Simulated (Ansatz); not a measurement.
In doubt: masses and optical values from hybrid runs of this build are listed as unsure (in some of the runs), which bears on the screening that GW takes from such a start.

Consider NbInO4 (P2/c).

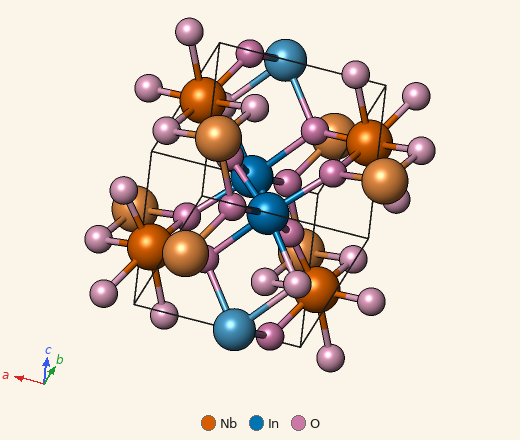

The structure (niobium orange, indium blue, oxygen pink). Some periodic images of atoms are drawn too.

The structure is monoclinic, space group P2/c (No. 13). Conventional cell: a = 4.835 Å, b = 5.771 Å, c = 5.144 Å, α = 90.00°, β = 91.13°, γ = 90.00°. Nearest to Nb lie 6 O at 1.88 to 2.15 Å. Nearest to In lie 6 O at 2.10 to 2.23 Å. O has 1 Nb at 1.88 Å and 2 In at 2.15 to 2.23 Å nearest. O has 2 Nb at 1.98 to 2.15 Å and 1 In at 2.10 Å nearest. Farther neighbours and most contacts between anions are not listed.

```
Nb In O
1.0
     4.83550    0.00000    0.00000
     0.00000    5.77090    0.00000
    -0.10144    0.00000    5.14300
Nb In O
2 2 8
Cartesian
  -0.0254 1.0266 1.2857
  -0.0761 4.7443 3.8572
  2.3924 3.9386 1.2857
  2.3417 1.8323 3.8572
  1.1658 3.5664 4.6338
  3.5175 3.5664 3.0807
  3.5682 2.2045 0.5092
  1.2166 2.2045 2.0623
  1.0049 5.1823 2.2526
  3.7799 5.1823 0.3189
  3.7292 0.5886 2.8904
  0.9541 0.5886 4.8241
```

The cell and positions come from the Crystallography Open Database and are kept as given unless a step says otherwise. PAW set soft_2, made with PBE.

Gaps computed with Ansatz 0.2.0 without a self-energy: HSE06 4.84 eV, r2SCAN 3.80 eV and PBE0 5.60 eV.

**Question.** Estimate the G0W0@HSE06 gap with 4×2×4 mesh, 306 empty bands, screening to 96 eV, default PAW files.

About 5.25 eV: on its mesh the run moves the gap from 4.90 eV by +0.41 eV, and the mesh misses the edges by 0.06 eV. Among the scalar-relativistic levels given, PBE0 is nearest (+0.35 eV). Bands and cutoff are finite, so the gap is not at the basis limit. The miss can reach some tenths of an eV and take either sign; the mesh is an error of its own. The 4×2×4 mesh is coarse for this cell (its supercell is 12 Å along the shortest edge). The RPA ε∞ on it, from the HSE06 start, is 3.90, 3.97 and 4.17; such meshes misread the long-range screening, most where the gap is narrow. The many-body steps are scalar-relativistic: spin-orbit coupling is not in them.

[Paths, hosts, dates, memory and timing lines, banners, echoed tables and standing remarks are left out of the program output.]

[Logs are printed without paths, hosts, clocks, repeated set-up lines and the standing remarks that a program may print on its own settings, such as how far it seeks lower states.]

[Runs of the session that timed out or met a known fault of the program may be left out.]

[Cells called generated may have been cut or substituted from an entry of the Crystallography Open Database or the Materials Project.]

[Hosts, paths, dates, database ids (printed as entryN), source tags and the programs' standing remarks are cut or masked in the printed files.]
